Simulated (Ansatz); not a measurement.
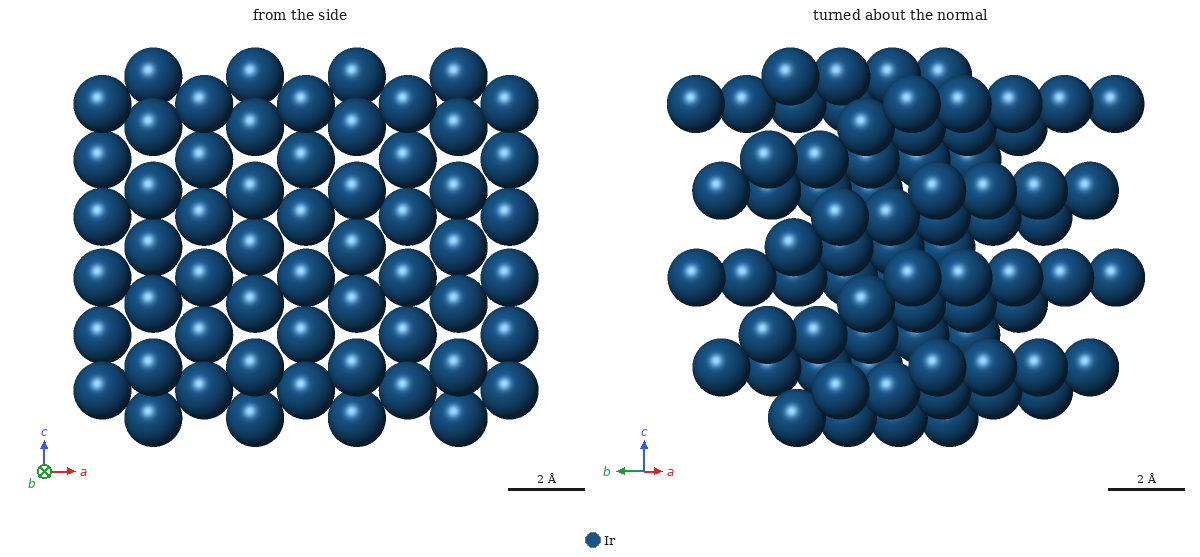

A spheres-only picture of a periodic slab, seen from the side and turned about the normal. The surface normal points up in side views; the vacuum is left out. 4×1 cells are drawn in the plane, with atoms at the edges repeated.

The cell holds 13 Ir. The slab was cut from bulk Ir (Fm-3m).

Q: How thick is it?

A: About 9 Å from the lowest to the highest atom.

Q: What is the order of the atomic planes, starting from the top?

A: 13 planes: Ir / Ir / Ir / Ir / Ir / Ir / Ir / Ir / Ir / Ir / Ir / Ir / Ir.

Q: Along which plane was the crystal cut?

A: (2 1 1).

All computed values are from DFT PBEsol, scalar-relativistic, plane waves, PAW in Ansatz. Settings: a basis cut at 420 eV, the zone sampled with 13×5×1 points, Gaussian smearing of 0.1 eV, no spin polarisation.

Q: How much energy takes an electron from the Fermi level to the vacuum on each side?

A: 5.38 eV on both faces.

The cell started as the standard structure of this element; a slab was cut from it. The atoms were relaxed in a fixed cell with DFT PBEsol, scalar-relativistic, plane waves, PAW in Ansatz 0.2.0.
